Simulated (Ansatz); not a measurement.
## Core levels in a random alloy: Mg3Mo (Mo on 25 % of the Mg sites, one arrangement)

What do XPS lines of Mg3Mo (Mo on 25 % of the Mg sites, one arrangement) look like, site by site?

Method: DFT, PBE, plane-wave PAW, default files, scalar-relativistic, in Ansatz 0.2.0.

**1. The structure**

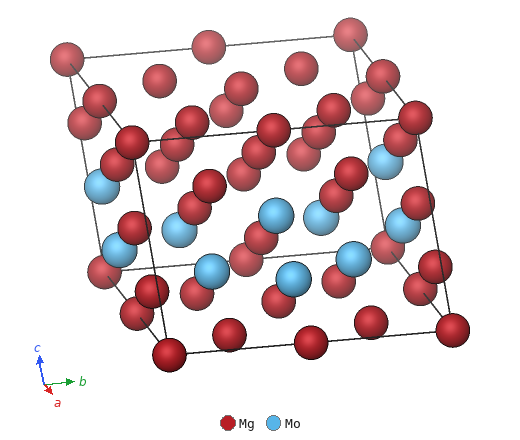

The starting structure, seen slightly off an axis (magnesium red, molybdenum blue). This picture shows the conventional cell, with its axes. Some periodic images of atoms are drawn too.

**2. Relaxing the atoms**

Atoms near a foreign or missing neighbour move off the ideal sites, so they are relaxed first.

Input file input.yaml:

```yaml
crystal:
  lattice:
    - [-4.6580042322, 2.6892999973, 5.0522553741]
    - [-4.6580042322, 2.6892999973, -5.0522553741]
    - [-3.1053361548, -5.3785999947, 5.0522553741]
  atoms:
    - { symbol: Mg, position: [0.875, 0.625, 0.75] }
    - { symbol: Mg, position: [0.375, 0.125, 0.75] }
    - { symbol: Mg, position: [0.25, 0.75, 0.5] }
    - { symbol: Mo, position: [0.75, 0.25, 0.5] }
    - { symbol: Mg, position: [0.625, 0.875, 0.25] }
    - { symbol: Mo, position: [0.125, 0.375, 0.25] }
    - { symbol: Mg, position: [0.5, 0.5, 0.0] }
    - { symbol: Mg, position: [0.0, 0.0, 0.0] }
    - { symbol: Mg, position: [0.3333333333, 0.3333333333, 0.5] }
    - { symbol: Mg, position: [0.8333333333, 0.8333333333, 0.5] }
    - { symbol: Mo, position: [0.7083333333, 0.4583333333, 0.25] }
    - { symbol: Mo, position: [0.2083333333, 0.9583333333, 0.25] }
    - { symbol: Mg, position: [0.0833333333, 0.5833333333, 0.0] }
    - { symbol: Mg, position: [0.5833333333, 0.0833333333, 0.0] }
    - { symbol: Mg, position: [0.9583333333, 0.2083333333, 0.75] }
    - { symbol: Mg, position: [0.4583333333, 0.7083333333, 0.75] }
kpoints:
  mp_grid: { grid: [4, 4, 4] }
scf:
  occupations: { method: fermi_dirac, width: 0.08 }
  n_extra_bands: 16
hamiltonian:
  xc: pbe
  pseudopotentials: { kind: paw }
output:
  forces: true
relax:
  f_tol: 0.04
  max_steps: 35
```

Launch:

```bash
$ ansatz run input.yaml --threads 4 --pin off --max-ram 14336MiB --backend cpu --events-out ev --progress --plain --runs-dir out
```

Numbers of over 12 decimals in the logs are rounded to 6 here.

Log:

```text
scf.n_extra_bands = 16 over 88 filled bands (N_el = 176.0): the run solves 104 bands
Engine: ansatz 0.2.0, aarch64-unknown-linux-gnu
Pseudopotentials: kind: paw
Pseudopotential: Mg, paw, valence charge 10, recommended cutoff 420 eV (normal), Mg.paw.azcp
Pseudopotential: Mo, paw, valence charge 14, recommended cutoff 420 eV (normal), Mo.paw.azcp
Functional definition: PBE
  parameter kappa = 0.804
  parameter beta = 0.066725
  exchange = pbe_x(kappa = kappa, mu = beta*pi^2/3)
  correlation = pbe_c(beta = beta)
Crystal: 16 atoms, lattice volume = 337.538 Å³
Basis set: ecut = 420 eV, 6617 PW (Γ), exchange–correlation on 100×100×108 points (8 copies of the dense FFT grid, shifted against one another)
Bands: 104, of which v1, the nominal top of the filled ones, is band 88 counted from 1 (87 counted from 0)
Symmetry: 2 space group operations
Space group: Cm (ITA 8), of the structure as read, at distance tolerance 7.0e-5 Å
k-points: 24 of 64 (time reversal used)
Non-local potential: Mg, projectors of the file, l = 0: 3, l = 1: 2, l = 2: 1
Non-local potential: Mo, projectors of the file, l = 0: 3, l = 1: 2, l = 2: 2, l = 3: 1
PAW form: soft (Blöchl's): semilocal exchange-correlation on the pseudo side does not see the compensation charge
PAW one-centre angular grid: Mg, 110 points (default); XC on 64 Gauss nodes
PAW one-centre angular grid: Mo, 590 points (default); XC on 64 Gauss nodes
Initial density: superposition of atomic densities (neutral atoms: chi_scale 0, normalization atom), corrected by the library's trained network
Initial wavefunctions: pseudopotential atomic-orbital guess
Functional: x = pbe(κ = 0.804, μ = 0.219515), c = pbe(β = 0.066725)
SCF iter   1: F=—  HF=-42903.102272 eV  |F-HF|=—  |Δ(HF+E_count)|=         —  Δρ=4.96e-3  dr2=1.39e-1  ethr=1.77e-3  ⟨swp⟩=5.9  Hψ=9570  notcnv=0  defer=1
preconditioner: auto → Kerker (q_TF=auto, 2.448 Å⁻¹)  [metal: Δε(μ)=0.008 eV  Ē_g=3.492 eV  σ=0.080 eV  W_gap=0.02  n_scr=78 (ndim 8)  ℏωp=14.0 eV  f_vac=0.000  D(μ)=15.09/eV (n_scr^D=136)]
SCF iter   2: F=—  HF=-42903.086480 eV  |F-HF|=—  |Δ(HF+E_count)|=   1.58e-2  Δρ=2.41e-3  dr2=3.91e-2  ethr=7.90e-5  ⟨swp⟩=1.4  Hψ=2988  notcnv=0  defer=2
SCF iter   3: F=—  HF=-42903.081813 eV  |F-HF|=—  |Δ(HF+E_count)|=   4.67e-3  Δρ=5.11e-4  dr2=2.21e-3  ethr=2.22e-5  ⟨swp⟩=2.0  Hψ=2688  notcnv=0  defer=2
SCF iter   4: F=—  HF=-42903.081404 eV  |F-HF|=—  |Δ(HF+E_count)|=   4.09e-4  Δρ=1.24e-4  dr2=9.61e-5  ethr=1.25e-6  ⟨swp⟩=2.0  Hψ=3062  notcnv=0  defer=2
iter 5 did not close the SCF: its close was put off for the readings that it lacked (scf_convergence_deferred on its scf_iter line)
SCF iter   5: F=-42903.081377 eV  HF=-42903.081381 eV  |F-HF|=3.99e-6  |Δ(HF+E_count)|=   2.26e-5  Δρ=3.24e-5  dr2=6.37e-6  ethr=5.46e-8  ⟨swp⟩=2.0  Hψ=3266  notcnv=0  defer=2
SCF iter   6: F=-42903.081380 eV  HF=-42903.081380 eV  |F-HF|=1.34e-7  |Δ(HF+E_count)|=   9.88e-7  Δρ=8.62e-6  dr2=2.92e-7  ethr=3.62e-9  ⟨swp⟩=2.0  Hψ=7075  notcnv=0
SCF 1 converged in 6 iterations: F = -42903.081380 eV  dr2 = 2.92e-7
  greatest PAW one-centre occupation: 1.000 electrons in one spin orbital (limit 2), on the Mg atom at site 2 (counted from 0), in its partial waves of l = 0
relax step   1: F+E_penalty+E_count = -42903.08138025 eV  Δ(F+E_penalty+E_count) = +0.000e0 eV  max|allowed force component| = 2.441e0 eV/Å  Δτ_max = 0.0000 Å  (6 SCF iters, dr2 threshold 4.00e-5 eV, accepted)
Initial density: handed on by an earlier stage of this run
Initial wavefunctions: those handed on with the density
iter 1 solved again at ethr=3.15e-4 eV; its pass at ethr=3.10e-3 eV (dr2=5.55e-1 eV) is discarded
SCF iter   1: F=—  HF=-42904.952765 eV  |F-HF|=—  |Δ(HF+E_count)|=         —  Δρ=1.33e-2  dr2=5.55e-1  ethr=3.15e-4  ⟨swp⟩=1.0  Hψ=9035  notcnv=0  defer=11
preconditioner: auto → Kerker (q_TF=auto, 2.448 Å⁻¹)  [metal: Δε(μ)=0.003 eV  Ē_g=3.678 eV  σ=0.080 eV  W_gap=0.01  n_scr=78 (ndim 8)  ℏωp=14.0 eV  f_vac=0.000  D(μ)=13.41/eV (n_scr^D=120)]
SCF iter   2: F=—  HF=-42904.863737 eV  |F-HF|=—  |Δ(HF+E_count)|=   8.90e-2  Δρ=7.58e-3  dr2=1.72e-1  ethr=3.15e-4  ⟨swp⟩=2.0  Hψ=2713  notcnv=0  defer=11
SCF iter   3: F=—  HF=-42904.835773 eV  |F-HF|=—  |Δ(HF+E_count)|=   2.80e-2  Δρ=1.02e-3  dr2=8.26e-3  ethr=9.77e-5  ⟨swp⟩=2.0  Hψ=3707  notcnv=0  defer=11
SCF iter   4: F=—  HF=-42904.834817 eV  |F-HF|=—  |Δ(HF+E_count)|=   9.56e-4  Δρ=2.45e-4  dr2=4.77e-4  ethr=4.69e-6  ⟨swp⟩=2.0  Hψ=2973  notcnv=0  defer=17
iter 5 did not close the SCF: its close was put off for the readings that it lacked (scf_convergence_deferred on its scf_iter line)
SCF iter   5: F=-42904.834705 eV  HF=-42904.834721 eV  |F-HF|=1.58e-5  |Δ(HF+E_count)|=   9.63e-5  Δρ=6.91e-5  dr2=2.79e-5  ethr=2.71e-7  ⟨swp⟩=2.0  Hψ=3357  notcnv=0  defer=17
SCF iter   6: F=-42904.834714 eV  HF=-42904.834715 eV  |F-HF|=1.52e-6  |Δ(HF+E_count)|=   5.62e-6  Δρ=2.45e-5  dr2=2.59e-6  ethr=1.59e-8  ⟨swp⟩=2.0  Hψ=7340  notcnv=0
SCF 2 converged in 6 iterations: F = -42904.834714 eV  dr2 = 2.59e-6
  greatest PAW one-centre occupation: 1.000 electrons in one spin orbital (limit 2), on the Mg atom at site 7 (counted from 0), in its partial waves of l = 0
relax step   2: F+E_penalty+E_count = -42904.83471374 eV  Δ(F+E_penalty+E_count) = -1.753e0 eV  max|allowed force component| = 1.713e0 eV/Å  Δτ_max = 0.1957 Å  (6 SCF iters, dr2 threshold 1.00e-4 eV, accepted)
SCF iter   1: F=—  HF=-42905.620434 eV  |F-HF|=—  |Δ(HF+E_count)|=         —  Δρ=1.42e-2  dr2=4.96e-1  ethr=2.73e-3  ⟨swp⟩=5.1  Hψ=5959  notcnv=0  defer=10
preconditioner: auto → Kerker (q_TF=auto, 2.448 Å⁻¹)  [metal: Δε(μ)=0.016 eV  Ē_g=3.926 eV  σ=0.080 eV  W_gap=0.05  n_scr=78 (ndim 8)  ℏωp=14.0 eV  f_vac=0.000  D(μ)=11.99/eV (n_scr^D=88)]
SCF iter   2: F=—  HF=-42905.540530 eV  |F-HF|=—  |Δ(HF+E_count)|=   7.99e-2  Δρ=8.09e-3  dr2=1.52e-1  ethr=2.82e-4  ⟨swp⟩=2.0  Hψ=3477  notcnv=0  defer=16
SCF iter   3: F=—  HF=-42905.517605 eV  |F-HF|=—  |Δ(HF+E_count)|=   2.29e-2  Δρ=1.08e-3  dr2=6.64e-3  ethr=8.64e-5  ⟨swp⟩=2.0  Hψ=3703  notcnv=0  defer=16
SCF iter   4: F=—  HF=-42905.517052 eV  |F-HF|=—  |Δ(HF+E_count)|=   5.53e-4  Δρ=2.89e-4  dr2=5.47e-4  ethr=3.77e-6  ⟨swp⟩=2.0  Hψ=2962  notcnv=0  defer=16
SCF iter   5: F=—  HF=-42905.516945 eV  |F-HF|=—  |Δ(HF+E_count)|=   1.07e-4  Δρ=7.79e-5  dr2=3.79e-5  ethr=3.11e-7  ⟨swp⟩=2.0  Hψ=3358  notcnv=0  defer=16
SCF iter   6: F=-42905.516936 eV  HF=-42905.516938 eV  |F-HF|=1.45e-6  |Δ(HF+E_count)|=   7.31e-6  Δρ=2.33e-5  dr2=2.67e-6  ethr=2.16e-8  ⟨swp⟩=3.2  Hψ=6880  notcnv=0
SCF 3 converged in 6 iterations: F = -42905.516936 eV  dr2 = 2.67e-6
relax step   3: F+E_penalty+E_count = -42905.51693634 eV  Δ(F+E_penalty+E_count) = -6.822e-1 eV  max|allowed force component| = 8.563e-1 eV/Å  Δτ_max = 0.1944 Å  (6 SCF iters, dr2 threshold 1.00e-4 eV, accepted)
[... from here on, the SCF cycles and remarks between the steps are left out ...]
relax step   4: F+E_penalty+E_count = -42905.68411232 eV  Δ(F+E_penalty+E_count) = -1.672e-1 eV  max|allowed force component| = 5.992e-1 eV/Å  Δτ_max = 0.1178 Å  (6 SCF iters, dr2 threshold 1.00e-4 eV, accepted)
relax step   5: F+E_penalty+E_count = -42905.74397017 eV  Δ(F+E_penalty+E_count) = -5.986e-2 eV  max|allowed force component| = 4.409e-1 eV/Å  Δτ_max = 0.2000 Å  (6 SCF iters, dr2 threshold 8.97e-5 eV, accepted)
relax step   6: F+E_penalty+E_count = -42905.87048901 eV  Δ(F+E_penalty+E_count) = -1.265e-1 eV  max|allowed force component| = 2.247e-1 eV/Å  Δτ_max = 0.1349 Å  (6 SCF iters, dr2 threshold 9.52e-5 eV, accepted)
relax step   7: F+E_penalty+E_count = -42905.91167191 eV  Δ(F+E_penalty+E_count) = -4.118e-2 eV  max|allowed force component| = 1.182e-1 eV/Å  Δτ_max = 0.0528 Å  (6 SCF iters, dr2 threshold 1.31e-5 eV, accepted)
relax step   8: F+E_penalty+E_count = -42905.91085255 eV  Δ(F+E_penalty+E_count) = +8.194e-4 eV  max|allowed force component| = 3.088e-1 eV/Å  Δτ_max = 0.2000 Å  (6 SCF iters, dr2 threshold 3.63e-6 eV, rejected (line search))
relax step   9: F+E_penalty+E_count = -42905.93160288 eV  Δ(F+E_penalty+E_count) = -1.993e-2 eV  max|allowed force component| = 1.916e-1 eV/Å  Δτ_max = 0.1000 Å  (7 SCF iters, accepted)
relax step  10: F+E_penalty+E_count = -42905.93724942 eV  Δ(F+E_penalty+E_count) = -5.647e-3 eV  max|allowed force component| = 7.101e-2 eV/Å  Δτ_max = 0.0274 Å  (6 SCF iters, dr2 threshold 1.02e-5 eV, accepted)
SCF iter   1: F=—  HF=-42905.938852 eV  |F-HF|=—  |Δ(HF+E_count)|=         —  Δρ=8.16e-4  dr2=3.38e-3  ethr=1.34e-5  ⟨swp⟩=2.9  Hψ=4117  notcnv=0  defer=19
preconditioner: auto → Kerker (q_TF=auto, 2.448 Å⁻¹)  [metal: Δε(μ)=0.007 eV  Ē_g=4.010 eV  σ=0.080 eV  W_gap=0.02  n_scr=78 (ndim 8)  ℏωp=14.0 eV  f_vac=0.000  D(μ)=10.58/eV (n_scr^D=70)]
SCF iter   2: F=—  HF=-42905.938540 eV  |F-HF|=—  |Δ(HF+E_count)|=   3.12e-4  Δρ=4.64e-4  dr2=1.03e-3  ethr=1.92e-6  ⟨swp⟩=1.0  Hψ=2880  notcnv=0  defer=19
SCF iter   3: F=—  HF=-42905.938394 eV  |F-HF|=—  |Δ(HF+E_count)|=   1.46e-4  Δρ=5.78e-5  dr2=1.90e-5  ethr=5.82e-7  ⟨swp⟩=2.0  Hψ=2953  notcnv=0  defer=19
SCF iter   4: F=—  HF=-42905.938264 eV  |F-HF|=—  |Δ(HF+E_count)|=   1.30e-4  Δρ=1.83e-5  dr2=2.37e-6  ethr=1.08e-8  ⟨swp⟩=2.0  Hψ=3242  notcnv=0  defer=19
SCF iter   5: F=—  HF=-42905.938264 eV  |F-HF|=—  |Δ(HF+E_count)|=   4.04e-7  Δρ=4.50e-6  dr2=1.53e-7  ethr=1.34e-9  ⟨swp⟩=2.0  Hψ=3047  notcnv=0  defer=19
SCF iter   6: F=-42905.938264 eV  HF=-42905.938264 eV  |F-HF|=6.64e-9  |Δ(HF+E_count)|=   2.81e-8  Δρ=1.28e-6  dr2=1.03e-8  ethr=5.68e-11  ⟨swp⟩=4.0  Hψ=7745  notcnv=0
SCF 11 converged in 6 iterations: F = -42905.938264 eV  dr2 = 1.03e-8
relax step  11: F+E_penalty+E_count = -42905.93826364 eV  Δ(F+E_penalty+E_count) = -1.014e-3 eV  max|allowed force component| = 5.873e-3 eV/Å  Δτ_max = 0.0097 Å  (6 SCF iters, accepted)
SCF converged after 6 iterations
Free energy (F): -42905.938264 eV
Harris-Foulkes:  -42905.938264 eV  (|F-HF|=6.64e-9)
Internal energy: -42905.714547 eV  (E = F + TS)
E sigma→0 (E₀):  -42905.826405 eV
Entropy (-TS):   -0.223717 eV (-13.982 meV/atom)
Fermi energy:    8.228924 eV
--- Per-component energies (eV) ---
  E_band       = -4846.431988
  E_kinetic    = 2658.152251
  E_local      = -24455.809694  (includes V_loc(G=0)·N_el)
  E_nonlocal   = 1726.537485
  E_hartree    = 8743.616593
  E_xc         = -1070.754784
  E_vxc        = -1350.096936  (∫ρ·V_xc dr)
  E_paw        = -16314.870223  (= ΣΔE_a)
  E_vpaw       = -912.449808  (= ΣTr[D̂ρ^β])
  E_aug_tail   = 0.000138  (compensation charges beyond the density's cutoff)
  E_ewald      = -14192.586313
  E_smearing   = -0.223717  (= −TS)
  E_closure    = -0.000000  (closes the sum)
  Σ components = -42905.938264   (vs F -42905.938264, Δ=0.00e0)
--- Forces (eV/Å), atoms counted from 1 ---
  atom   1  Mg     0.00436381     0.00022804     0.00000000
  atom   2  Mg     0.00522234    -0.00085042    -0.00000000
  atom   3  Mg     0.00028146     0.00247527    -0.00000000
  atom   4  Mo    -0.00466744     0.00073993     0.00000000
  atom   5  Mg     0.00172815    -0.00542939    -0.00000000
  atom   6  Mo    -0.00438947    -0.00187433    -0.00000000
  atom   7  Mg    -0.00288560    -0.00118131    -0.00000000
  atom   8  Mg    -0.00405045     0.00587350     0.00000000
  atom   9  Mg     0.00068890     0.00083030     0.00073923
  atom  10  Mg     0.00068890     0.00083030    -0.00073923
  atom  11  Mo     0.00351655     0.00082502    -0.00031318
  atom  12  Mo     0.00351655     0.00082502     0.00031318
  atom  13  Mg     0.00205936    -0.00222747     0.00289913
  atom  14  Mg     0.00205936    -0.00222747    -0.00289913
  atom  15  Mg    -0.00406060     0.00058599     0.00242898
  atom  16  Mg    -0.00406060     0.00058599    -0.00242898
  max |Σ_I F_I| component: 1.12e-5 eV/Å
--- Relaxed structure (11 steps of the walk, 10 accepted, 0 SCFs on fresh bases) ---
  F+E_penalty+E_count = -42905.93826364 eV   max|allowed force component| = 5.873e-3 eV/Å
  atoms:
    - { symbol: Mg, position: [0.886850, 0.583785, 0.696935] }
    - { symbol: Mg, position: [0.383270, 0.132199, 0.748929] }
    - { symbol: Mg, position: [0.258461, 0.726257, 0.467797] }
    - { symbol: Mo, position: [0.765130, 0.227548, 0.462418] }
    - { symbol: Mg, position: [0.616030, 0.870222, 0.254192] }
    - { symbol: Mo, position: [0.120085, 0.345605, 0.225520] }
    - { symbol: Mg, position: [0.504614, 0.493382, -0.011231] }
    - { symbol: Mg, position: [-0.00148114, -0.00920772, -0.00772658] }
    - { symbol: Mg, position: [0.344614, 0.335604, 0.496912] }
    - { symbol: Mg, position: [0.838691, 0.841526, 0.496912] }
    - { symbol: Mo, position: [0.755217, 0.438211, 0.292988] }
    - { symbol: Mo, position: [0.145223, 1.048206, 0.292988] }
    - { symbol: Mg, position: [0.075789, 0.598528, 0.026855] }
    - { symbol: Mg, position: [0.571673, 0.102644, 0.026855] }
    - { symbol: Mg, position: [0.950782, 0.216547, 0.764828] }
    - { symbol: Mg, position: [0.451719, 0.715610, 0.764828] }
```

It took 2.6 min on 4 threads of Arm Neoverse V1, shared host; peak memory 1.3 GiB.

Step by step:

```
step  energy less that of the first step (eV)  largest force component (eV/Å)
   1                                   0.0000                          2.4410
   2                                  -1.7533                          1.7134
   3                                  -2.4356                          0.8563
   4                                  -2.6027                          0.5992
   5                                  -2.6626                          0.4409
   6                                  -2.7891                          0.2247
   7                                  -2.8303                          0.1182
   8                                  -2.8295                          0.3088
   9                                  -2.8502                          0.1916
  10                                  -2.8559                          0.0710
  11                                  -2.8569                          0.0059
```

Relaxation step 8 was tried and not accepted.

The run keeps the 2 symmetry operations that it works with, so distortions that break them were not tested.

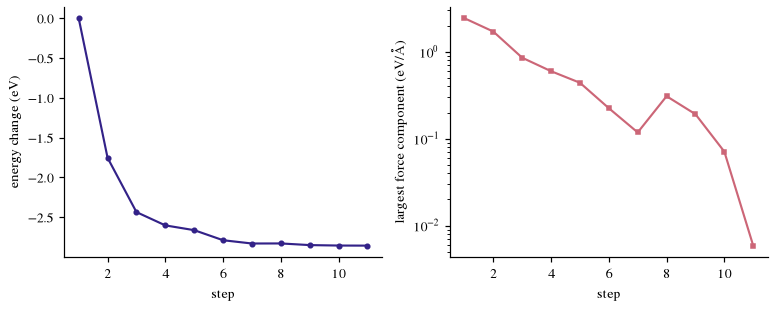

Energy and largest force along the relaxation.

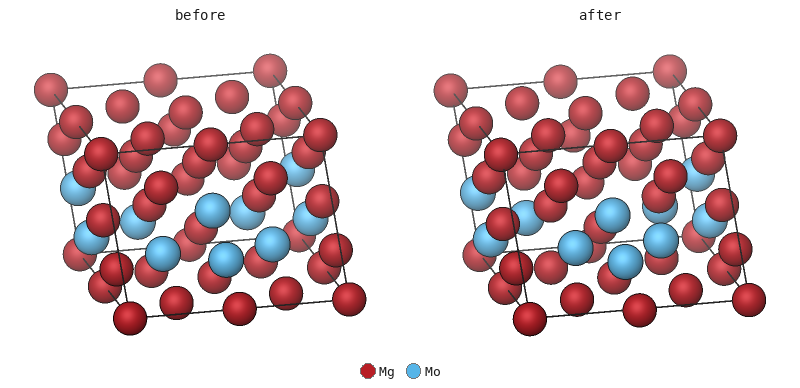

Before and after, at one scale.

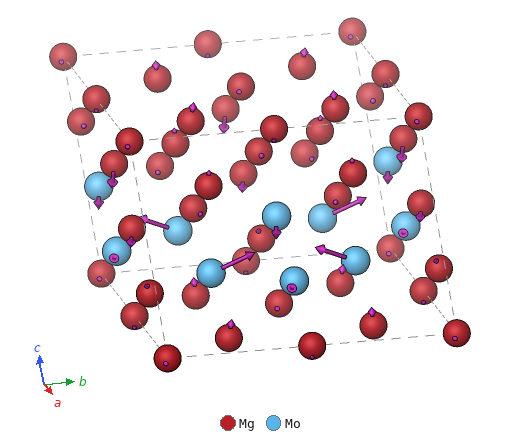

Displacements in the relaxation, exaggerated; the longest in the cell stands for 0.63 Å. Some periodic images of atoms are drawn too.

The atoms that moved most (Å):

| atom | dx | dy | dz | length |
| --- | --- | --- | --- | --- |
| Mo12 | -0.258 | -0.159 | -0.556 | 0.633 |
| Mo11 | -0.258 | -0.159 | 0.556 | 0.633 |
| Mg1 | 0.302 | 0.206 | 0.000 | 0.365 |
| Mo6 | 0.236 | 0.039 | 0.000 | 0.239 |
| Mo4 | 0.151 | 0.182 | 0.000 | 0.237 |
| Mg3 | 0.171 | 0.132 | 0.000 | 0.216 |
| Mg14 | -0.119 | -0.124 | -0.021 | 0.173 |
| Mg13 | -0.119 | -0.124 | 0.021 | 0.173 |

This step gave:

- free energy: -42905.9383 eV
- energy at zero smearing: -42905.8264 eV
- smearing term TS: 0.2237 eV
- Fermi energy: 8.229 eV
- symmetry operations: 2

The relaxation ends 179 meV an atom lower, with a largest force component of 0.0059 eV/Å.

(Part 1 of 3 ends here.)

[Logs are printed without paths, hosts, clocks, repeated set-up lines and the standing remarks that a program may print on its own settings, such as how far it seeks lower states.]

[Hosts, paths, dates, database ids (printed as entryN), source tags and the programs' standing remarks are cut or masked in the printed files.]

[Maps of the electrostatic potential energy from Ansatz leave out the sawtooth potential of an applied field or a dipole correction, so their vacuum need not be flat; work functions include it.]
